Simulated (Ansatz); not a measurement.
# BNH (quartet): wB97M-V, B2PLYP, RPA-PBE over vertical spin and charge gaps and displaced geometries, cc-pVDZ, part 2 of 2

Ansatz 0.2.0, Gaussian basis; cc-pVDZ, all electrons in the functionals, frozen cores in the correlation of double hybrids and RPA. The steps go on from the part before.

### Step 13. B2PLYP, charge 1, quintet

in.yaml

```yaml
crystal:
  periodic: [false, false, false]
  atoms:
    - {symbol: B, position_ang: [0.000000, 0.079752, 0.863775]}
    - {symbol: N, position_ang: [0.000000, -0.117617, -0.587927]}
    - {symbol: H, position_ang: [0.000000, 0.779045, -1.094669]}
basis:
  gaussian: {orbitals: cc-pVDZ}
total_charge: 1
magnetization: {spin_polarized: true, initial_magnetization: 4}
hamiltonian: {xc: {name: B2PLYP}}
correlation: {electrons: outside_noble_gas}
```

On the command line:

```sh
ansatz run in.yaml --threads 1 --pin off --events-out ev --progress --plain --max-ram 2393MiB
```

The log of the run (excerpt; [...] marks lines left out):

```text
Functional definition: B2PLYP
  name "B2PLYP"
  cite "Grimme, J. Chem. Phys. 124, 034108 (2006) doi:10.1063/1.2148954"
  cite "Becke, Phys. Rev. A 38, 3098 (1988) doi:10.1103/PhysRevA.38.3098"
  cite "Lee, Yang & Parr, Phys. Rev. B 37, 785 (1988) doi:10.1103/PhysRevB.37.785"
[...]
313 factors; integrals over basis functions are off by at most 1.1e-3 eV
[...]
mean field -2160.48069146 eV, -79.3962009848 hartree, gradient 1.2e-6 eV, S^2 6.004233; 2 other end points of the search recorded, 0 dependent functions left out
2 core orbitals not correlated: weight in the atoms' cores, before any rotation towards them, 1.000 or more for the frozen orbitals, at most 0.000 for the correlated occupied ones
reference -2160.48079145 eV, -79.3962046594 hartree; 6, 2 occupied and 25, 29 virtual orbitals, 313 factors
second order -3.84106754 eV of doubles, -0.00000000 eV of singles
Total energy: -2161.51787969 eV, -79.4343169491 hartree
```

It took 0.71 s on 1 thread of AMD EPYC 7B13, shared host.

From the report: ⟨S²⟩ of the determinant 6.004 (pure quintet: 6.00).

From charge 0, quartet: +11.871 eV.

### Step 14. B2PLYP, displaced geometry v1

in.yaml

```yaml
crystal:
  periodic: [false, false, false]
  atoms:
    - {symbol: B, position_ang: [-0.001388, 0.086822, 0.871923]}
    - {symbol: N, position_ang: [-0.002221, -0.126689, -0.590932]}
    - {symbol: H, position_ang: [0.045743, 0.829283, -1.140288]}
basis:
  gaussian: {orbitals: cc-pVDZ}
magnetization: {spin_polarized: true, initial_magnetization: 3}
hamiltonian: {xc: {name: B2PLYP}}
correlation: {electrons: outside_noble_gas}
```

The command is unchanged.

The log of the run (excerpt; [...] marks lines left out):

```text
Functional definition: B2PLYP
  name "B2PLYP"
  cite "Grimme, J. Chem. Phys. 124, 034108 (2006) doi:10.1063/1.2148954"
  cite "Becke, Phys. Rev. A 38, 3098 (1988) doi:10.1103/PhysRevA.38.3098"
  cite "Lee, Yang & Parr, Phys. Rev. B 37, 785 (1988) doi:10.1103/PhysRevB.37.785"
[...]
315 factors; integrals over basis functions are off by at most 8.5e-4 eV
[...]
mean field -2171.76813741 eV, -79.8110069724 hartree, gradient 2.9e-6 eV, S^2 3.754340; 4 other end points of the search recorded, 0 dependent functions left out
2 core orbitals not correlated: weight in the atoms' cores, before any rotation towards them, 1.000 or more for the frozen orbitals, at most 0.000 for the correlated occupied ones
reference -2171.76824645 eV, -79.8110109796 hartree; 6, 3 occupied and 25, 28 virtual orbitals, 315 factors
second order -5.76505980 eV of doubles, -0.00000000 eV of singles
Total energy: -2173.32481259 eV, -79.8682137303 hartree
```

Run time: 1.5 s. Hardware: 1 thread of AMD EPYC 7B13, shared host.

From the report: ⟨S²⟩ of the determinant 3.754 (pure quartet: 3.75).

From charge 0, quartet: +0.064 eV.

### Step 15. B2PLYP, displaced geometry v2

in.yaml

```yaml
crystal:
  periodic: [false, false, false]
  atoms:
    - {symbol: B, position_ang: [0.092865, 0.076149, 0.857354]}
    - {symbol: N, position_ang: [-0.072009, -0.112846, -0.582754]}
    - {symbol: H, position_ang: [0.004611, 0.751392, -1.097676]}
basis:
  gaussian: {orbitals: cc-pVDZ}
magnetization: {spin_polarized: true, initial_magnetization: 3}
hamiltonian: {xc: {name: B2PLYP}}
correlation: {electrons: outside_noble_gas}
```

The command is unchanged.

The log of the run (excerpt; [...] marks lines left out):

```text
Functional definition: B2PLYP
  name "B2PLYP"
  cite "Grimme, J. Chem. Phys. 124, 034108 (2006) doi:10.1063/1.2148954"
  cite "Becke, Phys. Rev. A 38, 3098 (1988) doi:10.1103/PhysRevA.38.3098"
  cite "Lee, Yang & Parr, Phys. Rev. B 37, 785 (1988) doi:10.1103/PhysRevB.37.785"
[...]
313 factors; integrals over basis functions are off by at most 9.8e-4 eV
[...]
mean field -2171.85441453 eV, -79.8141775980 hartree, gradient 5.5e-6 eV, S^2 3.754201; 4 other end points of the search recorded, 0 dependent functions left out
2 core orbitals not correlated: weight in the atoms' cores, before any rotation towards them, 1.000 or more for the frozen orbitals, at most 0.000 for the correlated occupied ones
reference -2171.85452430 eV, -79.8141816321 hartree; 6, 3 occupied and 25, 28 virtual orbitals, 313 factors
second order -5.61349373 eV of doubles, -0.00000000 eV of singles
Total energy: -2173.37016761 eV, -79.8698804963 hartree
```

Wall time 1.5 s (1 thread of AMD EPYC 7B13, shared host).

From the report: ⟨S²⟩ of the determinant 3.754 (pure quartet: 3.75).

From charge 0, quartet: +0.019 eV.

### Step 16. RPA-PBE, charge 0, quartet

in.yaml

```yaml
crystal:
  periodic: [false, false, false]
  atoms:
    - {symbol: B, position_ang: [0.000000, 0.079752, 0.863775]}
    - {symbol: N, position_ang: [0.000000, -0.117617, -0.587927]}
    - {symbol: H, position_ang: [0.000000, 0.779045, -1.094669]}
basis:
  gaussian: {orbitals: cc-pVDZ}
magnetization: {spin_polarized: true, initial_magnetization: 3}
hamiltonian: {xc: {name: PBE}}
correlation: {method: rpa, electrons: outside_noble_gas}
```

Launched as before.

The log of the run (excerpt; [...] marks lines left out):

```text
Functional definition: PBE
  name "PBE"
  cite "Perdew, Burke & Ernzerhof, Phys. Rev. Lett. 77, 3865 (1996) doi:10.1103/PhysRevLett.77.3865"
  parent pbe
[...]
313 factors; integrals over basis functions are off by at most 1.1e-3 eV
[...]
mean field -2172.70702108 eV, -79.8455103108 hartree, gradient 1.9e-6 eV, S^2 3.752005; 14 other end points of the search recorded, 0 dependent functions left out
2 core orbitals not correlated: weight in the atoms' cores, before any rotation towards them, 1.000 or more for the frozen orbitals, at most 0.000 for the correlated occupied ones
reference -2163.93580133 eV, -79.5231739304 hartree; 6, 3 occupied and 25, 28 virtual orbitals, 313 factors
Total energy: -2172.54959853 eV, -79.8397251388 hartree
```

Wall time 3.5 s (1 thread of AMD EPYC 7B13, shared host).

From the report: ⟨S²⟩ of the determinant 3.752 (pure quartet: 3.75).

### Step 17. RPA-PBE, charge 0, doublet

in.yaml, as its differences from that of step 16:

```diff
@@ -8,3 +8,3 @@
   gaussian: {orbitals: cc-pVDZ}
-magnetization: {spin_polarized: true, initial_magnetization: 3}
+magnetization: {spin_polarized: true, initial_magnetization: 1}
 hamiltonian: {xc: {name: PBE}}
```

The command is unchanged.

The log of the run (excerpt; [...] marks lines left out):

```text
Functional definition: PBE
  name "PBE"
  cite "Perdew, Burke & Ernzerhof, Phys. Rev. Lett. 77, 3865 (1996) doi:10.1103/PhysRevLett.77.3865"
  parent pbe
[...]
313 factors; integrals over basis functions are off by at most 1.1e-3 eV
[...]
mean field -2176.32765057 eV, -79.9785659905 hartree, gradient 2.3e-6 eV, S^2 0.758304; 5 other end points of the search recorded, 0 dependent functions left out
2 core orbitals not correlated: weight in the atoms' cores, before any rotation towards them, 1.000 or more for the frozen orbitals, at most 0.000 for the correlated occupied ones
reference -2165.45907885 eV, -79.5791533467 hartree; 5, 4 occupied and 26, 27 virtual orbitals, 313 factors
Total energy: -2176.13501571 eV, -79.9714867900 hartree
```

Wall time 1.5 s (1 thread of AMD EPYC 7B13, shared host).

From the report: ⟨S²⟩ of the determinant 0.758 (pure doublet: 0.75).

From charge 0, quartet: -3.585 eV.

### Step 18. RPA-PBE, charge 0, sextet

in.yaml, as its differences from that of step 17:

```diff
@@ -8,3 +8,3 @@
   gaussian: {orbitals: cc-pVDZ}
-magnetization: {spin_polarized: true, initial_magnetization: 1}
+magnetization: {spin_polarized: true, initial_magnetization: 5}
 hamiltonian: {xc: {name: PBE}}
```

The command is unchanged.

The log of the run (excerpt; [...] marks lines left out):

```text
Functional definition: PBE
  name "PBE"
  cite "Perdew, Burke & Ernzerhof, Phys. Rev. Lett. 77, 3865 (1996) doi:10.1103/PhysRevLett.77.3865"
  parent pbe
[...]
313 factors; integrals over basis functions are off by at most 1.1e-3 eV
[...]
mean field -2166.97119275 eV, -79.6347225077 hartree, gradient 8.2e-6 eV, S^2 8.752381; 3 other end points of the search recorded, 0 dependent functions left out
2 core orbitals not correlated: weight in the atoms' cores, before any rotation towards them, 1.000 or more for the frozen orbitals, at most 0.000 for the correlated occupied ones
reference -2159.90501057 eV, -79.3750451024 hartree; 7, 2 occupied and 24, 29 virtual orbitals, 313 factors
Total energy: -2166.90645534 eV, -79.6323434519 hartree
```

Wall time 0.94 s (1 thread of AMD EPYC 7B13, shared host).

From the report: ⟨S²⟩ of the determinant 8.752 (pure sextet: 8.75).

From charge 0, quartet: +5.643 eV.

### Step 19. RPA-PBE, charge 1, triplet

in.yaml, as its differences from that of step 18:

```diff
@@ -8,3 +8,4 @@
   gaussian: {orbitals: cc-pVDZ}
-magnetization: {spin_polarized: true, initial_magnetization: 5}
+total_charge: 1
+magnetization: {spin_polarized: true, initial_magnetization: 2}
 hamiltonian: {xc: {name: PBE}}
```

Launched as before.

The log of the run (excerpt; [...] marks lines left out):

```text
Functional definition: PBE
  name "PBE"
  cite "Perdew, Burke & Ernzerhof, Phys. Rev. Lett. 77, 3865 (1996) doi:10.1103/PhysRevLett.77.3865"
  parent pbe
[...]
313 factors; integrals over basis functions are off by at most 1.1e-3 eV
[...]
mean field -2165.63262092 eV, -79.5855309003 hartree, gradient 6.5e-6 eV, S^2 2.002802; 5 other end points of the search recorded, 0 dependent functions left out
2 core orbitals not correlated: weight in the atoms' cores, before any rotation towards them, 1.000 or more for the frozen orbitals, at most 0.000 for the correlated occupied ones
reference -2156.93902098 eV, -79.2660469952 hartree; 5, 3 occupied and 26, 28 virtual orbitals, 313 factors
Total energy: -2165.56180155 eV, -79.5829283364 hartree
```

It took 1.2 s on 1 thread of AMD EPYC 7B13, shared host.

From the report: ⟨S²⟩ of the determinant 2.003 (pure triplet: 2.00).

From charge 0, quartet: +6.988 eV.

### Step 20. RPA-PBE, charge 1, quintet

in.yaml, as its differences from that of step 19:

```diff
@@ -9,3 +9,3 @@
 total_charge: 1
-magnetization: {spin_polarized: true, initial_magnetization: 2}
+magnetization: {spin_polarized: true, initial_magnetization: 4}
 hamiltonian: {xc: {name: PBE}}
```

Launched as before.

The log of the run (excerpt; [...] marks lines left out):

```text
Functional definition: PBE
  name "PBE"
  cite "Perdew, Burke & Ernzerhof, Phys. Rev. Lett. 77, 3865 (1996) doi:10.1103/PhysRevLett.77.3865"
  parent pbe
[...]
313 factors; integrals over basis functions are off by at most 1.1e-3 eV
[...]
mean field -2160.56691864 eV, -79.3993697753 hartree, gradient 6.2e-7 eV, S^2 6.002338; 6 other end points of the search recorded, 0 dependent functions left out
2 core orbitals not correlated: weight in the atoms' cores, before any rotation towards them, 1.000 or more for the frozen orbitals, at most 0.000 for the correlated occupied ones
reference -2153.92913132 eV, -79.1554355905 hartree; 6, 2 occupied and 25, 29 virtual orbitals, 313 factors
Total energy: -2160.60002058 eV, -79.4005862490 hartree
```

It took 1.2 s on 1 thread of AMD EPYC 7B13, shared host.

From the report: ⟨S²⟩ of the determinant 6.002 (pure quintet: 6.00).

From charge 0, quartet: +11.950 eV.

### Step 21. RPA-PBE, displaced geometry v1

in.yaml

```yaml
crystal:
  periodic: [false, false, false]
  atoms:
    - {symbol: B, position_ang: [-0.001388, 0.086822, 0.871923]}
    - {symbol: N, position_ang: [-0.002221, -0.126689, -0.590932]}
    - {symbol: H, position_ang: [0.045743, 0.829283, -1.140288]}
basis:
  gaussian: {orbitals: cc-pVDZ}
magnetization: {spin_polarized: true, initial_magnetization: 3}
hamiltonian: {xc: {name: PBE}}
correlation: {method: rpa, electrons: outside_noble_gas}
```

Same command.

The log of the run (excerpt; [...] marks lines left out):

```text
Functional definition: PBE
  name "PBE"
  cite "Perdew, Burke & Ernzerhof, Phys. Rev. Lett. 77, 3865 (1996) doi:10.1103/PhysRevLett.77.3865"
  parent pbe
[...]
315 factors; integrals over basis functions are off by at most 8.5e-4 eV
[...]
mean field -2172.68708822 eV, -79.8447777919 hartree, gradient 2.4e-6 eV, S^2 3.751840; 12 other end points of the search recorded, 0 dependent functions left out
2 core orbitals not correlated: weight in the atoms' cores, before any rotation towards them, 1.000 or more for the frozen orbitals, at most 0.000 for the correlated occupied ones
reference -2163.75584209 eV, -79.5165605503 hartree; 6, 3 occupied and 25, 28 virtual orbitals, 315 factors
Total energy: -2172.52597187 eV, -79.8388568751 hartree
```

It took 3.3 s on 1 thread of AMD EPYC 7B13, shared host.

From the report: ⟨S²⟩ of the determinant 3.752 (pure quartet: 3.75).

From charge 0, quartet: +0.024 eV.

### Step 22. RPA-PBE, displaced geometry v2

in.yaml

```yaml
crystal:
  periodic: [false, false, false]
  atoms:
    - {symbol: B, position_ang: [0.092865, 0.076149, 0.857354]}
    - {symbol: N, position_ang: [-0.072009, -0.112846, -0.582754]}
    - {symbol: H, position_ang: [0.004611, 0.751392, -1.097676]}
basis:
  gaussian: {orbitals: cc-pVDZ}
magnetization: {spin_polarized: true, initial_magnetization: 3}
hamiltonian: {xc: {name: PBE}}
correlation: {method: rpa, electrons: outside_noble_gas}
```

The command is unchanged.

The log of the run (excerpt; [...] marks lines left out):

```text
Functional definition: PBE
  name "PBE"
  cite "Perdew, Burke & Ernzerhof, Phys. Rev. Lett. 77, 3865 (1996) doi:10.1103/PhysRevLett.77.3865"
  parent pbe
[...]
313 factors; integrals over basis functions are off by at most 9.8e-4 eV
[...]
mean field -2172.67743811 eV, -79.8444231568 hartree, gradient 7.1e-6 eV, S^2 3.752163; 14 other end points of the search recorded, 0 dependent functions left out
2 core orbitals not correlated: weight in the atoms' cores, before any rotation towards them, 1.000 or more for the frozen orbitals, at most 0.000 for the correlated occupied ones
reference -2163.94557499 eV, -79.5235331060 hartree; 6, 3 occupied and 25, 28 virtual orbitals, 313 factors
Total energy: -2172.51446715 eV, -79.8384340846 hartree
```

Run time: 3.3 s. Hardware: 1 thread of AMD EPYC 7B13, shared host.

From the report: ⟨S²⟩ of the determinant 3.752 (pure quartet: 3.75).

From charge 0, quartet: +0.035 eV.

### Step 23. The comparison

The yardstick is UCCSDT(Q), where the cluster series has nearly closed. It comes from earlier runs at the same points. Energies in eV, counted from charge 0, quartet; blanks weren't run or aren't comparable.

```csv
level,quartet to doublet,quartet to sextet,ionisation to the triplet cation,ionisation to the quintet cation,displacement v1,displacement v2
UCCSDT(Q),,5.348,6.853,11.630,0.046,0.025
wB97M-V,-3.475,5.822,6.914,12.001,0.069,0.018
B2PLYP,-3.570,5.731,6.946,11.871,0.064,0.019
RPA-PBE,-3.585,5.643,6.988,11.950,0.024,0.035
```

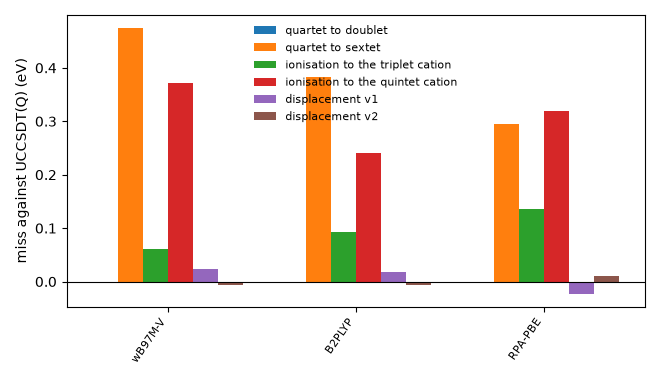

Misses of the gaps against UCCSDT(Q).

Largest miss and mean time a point (UCCSDT(Q) took 10 s a point; shared hosts):

```csv
level,largest miss (eV),where,time a point
wB97M-V,+0.474,quartet to sextet,2.3 s
B2PLYP,+0.384,quartet to sextet,1.2 s
RPA-PBE,+0.320,ionisation to the quintet cation,2.1 s
```

### Step 24. Outcome

This closing draws on all 2 parts.

| quantity | value |
| --- | --- |
| quartet to sextet, UCCSDT(Q) | 5.348 eV |
| ionisation to the triplet cation, UCCSDT(Q) | 6.853 eV |
| ionisation to the quintet cation, UCCSDT(Q) | 11.630 eV |
| displacement v1, UCCSDT(Q) | 0.046 eV |
| displacement v2, UCCSDT(Q) | 0.025 eV |
| largest miss, wB97M-V | +0.474 eV (quartet to sextet) |
| largest miss, B2PLYP | +0.384 eV (quartet to sextet) |
| largest miss, RPA-PBE | +0.320 eV (ionisation to the quintet cation) |

In words: Misses are known at 5 of 6 points at best, and only functionals with that many are ranked. Of the functionals, RPA-PBE keep the smallest largest miss at the points compared (at most 0.320 eV) and wB97M-V strays most (0.474 eV, at quartet to sextet). Functionals and the yardstick converge differently with the basis, so part of each miss in cc-pVDZ is the basis.
